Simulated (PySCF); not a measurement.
C2H8ClSi2 (doublet)

```xyz
13

Si    1.8263   -0.1905    0.8047
C     0.5337   -0.8160   -0.4904
C    -0.4331    0.2246   -0.8427
Si   -2.0708    0.5325   -0.0221
Cl    0.1471    1.4311   -1.9266
H     2.7473   -1.2957    1.0739
H     1.1009    0.1943    2.0135
H     2.5472    0.9447    0.2350
H     1.0941   -1.1538   -1.3646
H     0.0041   -1.6688   -0.0670
H    -3.0264    0.9683   -1.0418
H    -2.4708   -0.7372    0.5886
H    -2.0040    1.5670    1.0217
```

Geometry: GFN2-xTB.

Computed with UKS B3LYP, pcH-1 on C Cl H Si, non-relativistic, mean-field spin-orbit, GIAO (PySCF 2.14.0, density-fitted response routines).

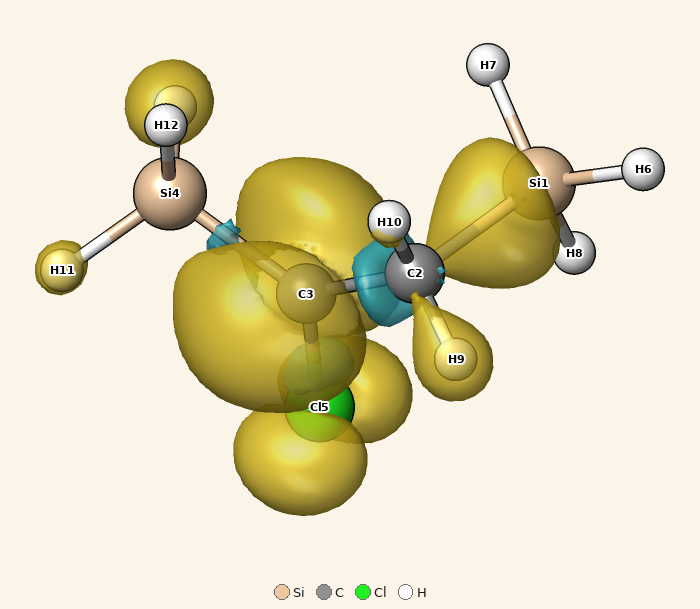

Figure 1. Isosurfaces of the spin density at +0.015 (yellow) and −0.015 e/Å³ (cyan), seen across its widest extent.

### Where is the unpaired spin?

The unpaired spin (1 electron) lies mostly on C3 (about 0.6) and Cl5 (about 0.1), in electrons by Hirshfeld's partition.

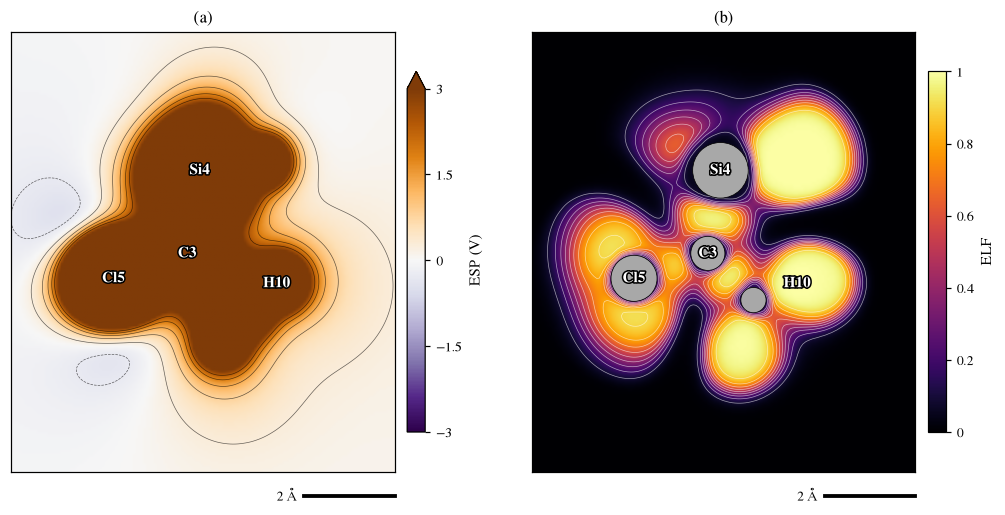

Figure 2. (a) electrostatic potential; (b) ELF on the plane of atoms Si4, C3 and Cl5. Grey discs cover the atomic cores in the ELF map.

### Interpret the plot.

The plane passes through C, Si, Cl and H nuclei.
C–Cl (1.72 Å): the ELF peaks at about 0.85 between the atoms, as expected for a covalent bond.
C–Si (1.86 Å): the ELF peaks at about 0.95 between the atoms (localised, covalent bonding).
The ELF also peaks beside Cl5, away from the bonds: non-bonding electrons, paired or unpaired.
Outside the dense part of the molecule the potential is most negative (−0.4 V) near Cl5.

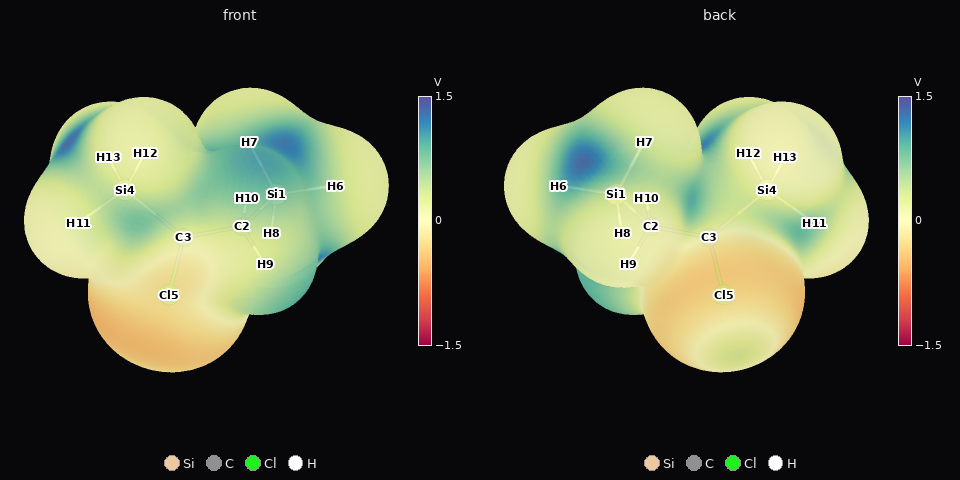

Figure 3. The electrostatic potential painted on the density surface at 0.002 e/bohr³, seen from the front and from behind; red is negative and blue positive.

### Which sites attract a positive test charge, and which a negative one?

A positive charge is drawn to the negative regions and a negative charge to the positive ones. The most negative region (about −0.5 V, or −12 kcal/mol for a unit charge) lies over Cl5, the most positive (about +1.3 V, or +30 kcal/mol for a unit charge) over Si1 and Si4. Cl5 shows a σ-hole: about +0.4 V, or +9 kcal/mol for a unit charge at the tip opposite its bond, against about −0.3 V, or −7 kcal/mol for a unit charge on its flanks.
